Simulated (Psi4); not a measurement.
**SiHCl2O2 (SMILES [O][Si](O)(Cl)Cl): UPBE/aug-cc-pVQZ (density fitting, sweep point 3)**

Aim: the vertical doublet–quartet gap of SiHCl2O2 at UPBE/aug-cc-pVQZ (density fitting, sweep point 3), from 2 runs. Input form: a Python script.

The calculation is run with Psi4 1.11.

**1. The system as given**

SiHCl2O2 has 6 atoms, charge 0, and is taken as a doublet. SMILES: `[O][Si](O)(Cl)Cl`. The shape is that of a PBE0-D4/def2-TZVP optimisation. This is one conformer, not always the lowest.

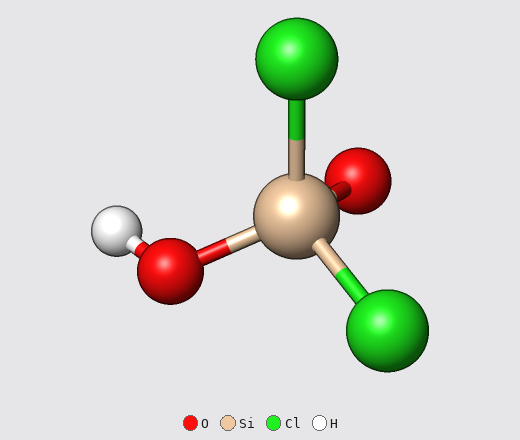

The structure, seen from a chosen angle (oxygen red, silicon light orange, chlorine green, hydrogen white).

**2. A single-point energy at UPBE/aug-cc-pVQZ (density fitting, sweep point 3)**

job.py reads:

```python
import psi4

psi4.set_memory(1600000000)
psi4.set_num_threads(1)
psi4.set_output_file('output.dat', False)

mol = psi4.geometry("""
0 2
O     -1.226100     0.180900     1.211600
Si    -0.270900     0.041200    -0.123700
O      1.051900    -0.855800     0.114900
Cl    -1.218400    -0.789200    -1.696000
Cl     0.111400     2.012000    -0.434200
H      1.594100    -0.653200     0.881200
symmetry c1
""")

options = {'basis': 'aug-cc-pVQZ', 'reference': 'uks', 'puream': True, 'scf_type': 'df', 'dft_radial_points': 99, 'dft_spherical_points': 590, 'maxiter': 100}
psi4.set_options(options)

e_tot = psi4.energy("pbe")
print(f'total energy {e_tot:.8f} hartree = {e_tot * 27.211386:.5f} eV')
```

Command:

```console
$ python job.py
```

output.dat:

```text
[...]
  Running in c1 symmetry.
[...]
  Nuclear repulsion =  366.858493986013968
[...]
  Multiplicity = 2
[...]
  Nalpha       = 33
  Nbeta        = 32
[...]
    Number of basis functions: 458
[...]
   @DF-UKS iter   1: -1359.76712749516514    4.64260e-01   2.85338e-03 DIIS/ADIIS
[...]
   @DF-UKS iter  15: -1360.52531505496358   -1.89996e-07   2.54715e-07 DIIS
[...]
   @S^2 Observed:                7.529734021E-01
[...]
    Orbital Energies [Eh]
    ---------------------
    Alpha Occupied:
       1A   -100.737162     2A   -100.719743     3A    -65.534584
       4A    -18.810302     5A    -18.793705     6A     -9.221251
       7A     -9.204410     8A     -7.043520     9A     -7.039530
      10A     -7.037042    11A     -7.026962    12A     -7.021292
      13A     -7.020609    14A     -5.151263    15A     -3.564941
      16A     -3.563133    17A     -3.562001    18A     -0.969410
      19A     -0.913081    20A     -0.796610    21A     -0.776301
      22A     -0.543145    23A     -0.458901    24A     -0.410544
      25A     -0.395612    26A     -0.379024    27A     -0.349943
      28A     -0.338514    29A     -0.333932    30A     -0.326728
      31A     -0.313851    32A     -0.307256    33A     -0.293832
[...]
  @DF-UKS Final Energy: -1360.52531505496358
   => Energetics <=
    Nuclear Repulsion Energy =            366.8584939860139684
    One-Electron Energy =               -2610.4954278891573267
    Two-Electron Energy =                 977.4423177466469497
    DFT Exchange-Correlation Energy =     -94.3306988984669914
    Empirical Dispersion Energy =           0.0000000000000000
    VV10 Nonlocal Energy =                  0.0000000000000000
    Total Energy =                      -1360.5253150549635848
  UHF NO Occupations:
  HONO-2 :   31  A 1.9995990
  HONO-1 :   32  A 1.9994152
[...]
 Multipole Moments:
 ------------------------------------------------------------------------------------
     Multipole            Electronic (a.u.)      Nuclear  (a.u.)        Total (a.u.)
 ------------------------------------------------------------------------------------
 L = 1.  Multiply by 2.5417464519 to convert [e a0] to [Debye]
 Dipole X            :         -1.4647139            2.1885029            0.7237890
 Dipole Y            :          1.6159534           -1.5203648            0.0955886
 Dipole Z            :         -2.3319531            2.4121152            0.0801620
 Magnitude           :                                                    0.7344615
[...]
```

Standard output:

```text
total energy -1360.52531505 hartree = -37021.77951 eV
```

Run time: 4.1 min. Hardware: 1 thread of Intel Xeon Platinum 8488C (Sapphire Rapids), shared host; peak memory 1.4 GiB.

**3. The quartet at the same level**

cl2ho2si.py reads:

```python
import psi4

psi4.set_memory('1600 MB')
psi4.set_num_threads(1)
psi4.core.set_output_file('cl2ho2si.out', False)

molecule = psi4.geometry("""
0 4
O     -1.226100     0.180900     1.211600
Si    -0.270900     0.041200    -0.123700
O      1.051900    -0.855800     0.114900
Cl    -1.218400    -0.789200    -1.696000
Cl     0.111400     2.012000    -0.434200
H      1.594100    -0.653200     0.881200
symmetry c1
""")

psi4.set_options(dict(reference='uks', puream=True, scf_type='df', dft_radial_points=99, dft_spherical_points=590, maxiter=100))

E, wfn = psi4.energy("pbe/aug-cc-pVQZ", molecule=molecule, return_wfn=True)
print('E =', round(E, 9))
```

Command:

```console
$ python cl2ho2si.py
```

cl2ho2si.out:

```text
[...]
  Running in c1 symmetry.
[...]
  Nuclear repulsion =  366.858493986013968
[...]
  Multiplicity = 4
[...]
  Nalpha       = 34
  Nbeta        = 31
[...]
    Number of basis functions: 458
[...]
   @DF-UKS iter   1: -1359.30283862606325    9.28549e-01   3.09494e-03 ADIIS/DIIS
[...]
   @DF-UKS iter  16: -1360.28584146566436   -1.80895e-07   4.95370e-07 DIIS
[...]
   @S^2 Observed:                3.756899036E+00
[...]
    Orbital Energies [Eh]
    ---------------------
    Alpha Occupied:
       1A   -100.780143     2A   -100.764283     3A    -65.542017
       4A    -18.898411     5A    -18.832452     6A     -9.263473
       7A     -9.248441     8A     -7.085794     9A     -7.082252
      10A     -7.080173    11A     -7.070961    12A     -7.068198
      13A     -7.063319    14A     -5.163242    15A     -3.576579
      16A     -3.574959    17A     -3.574122    18A     -1.008635
      19A     -0.984699    20A     -0.838097    21A     -0.819430
      22A     -0.571451    23A     -0.498761    24A     -0.455190
      25A     -0.449333    26A     -0.427393    27A     -0.403819
      28A     -0.389106    29A     -0.382717    30A     -0.376716
      31A     -0.360017    32A     -0.359824    33A     -0.345278
      34A     -0.078321
[...]
  @DF-UKS Final Energy: -1360.28584146566436
   => Energetics <=
    Nuclear Repulsion Energy =            366.8584939860139684
    One-Electron Energy =               -2607.9202081045700652
    Two-Electron Energy =                 974.9785522206527730
    DFT Exchange-Correlation Energy =     -94.2026795677608249
    Empirical Dispersion Energy =           0.0000000000000000
    VV10 Nonlocal Energy =                  0.0000000000000000
    Total Energy =                      -1360.2858414656643617
  UHF NO Occupations:
  HONO-2 :   32  A 1.0000000
  HONO-1 :   33  A 1.0000000
[...]
 Multipole Moments:
 ------------------------------------------------------------------------------------
     Multipole            Electronic (a.u.)      Nuclear  (a.u.)        Total (a.u.)
 ------------------------------------------------------------------------------------
 L = 1.  Multiply by 2.5417464519 to convert [e a0] to [Debye]
 Dipole X            :         -2.5363701            2.1885029           -0.3478673
 Dipole Y            :          1.8219181           -1.5203648            0.3015534
 Dipole Z            :         -2.8197867            2.4121152           -0.4076715
 Magnitude           :                                                    0.6149326
[...]
```

On the terminal:

```text
E = -1360.285841466
```

It took 4.4 min on 1 thread of Intel Xeon Platinum 8488C (Sapphire Rapids), shared host; peak memory 1.4 GiB.

**4. Summary of results**

At UPBE/aug-cc-pVQZ (density fitting, sweep point 3):

| quantity | value |
| --- | --- |
| doublet: total energy | -1360.52532 Eh |
| doublet: dipole moment | 1.87 D |
| doublet: HOMO energy (highest over α and β) | -7.64 eV |
| doublet: LUMO energy (lowest over α and β) | -6.90 eV |
| doublet: ⟨S²⟩ | 0.753 |
| quartet: total energy | -1360.28584 Eh |
| quartet: dipole moment | 1.56 D |
| quartet: HOMO energy (highest over α and β) | -2.13 eV |
| quartet: ⟨S²⟩ | 3.757 |
| vertical energy of the quartet above the doublet | 6.516 eV |

**Reading.** At this shape the quartet lies 6.52 eV (629 kJ/mol) above the doublet.
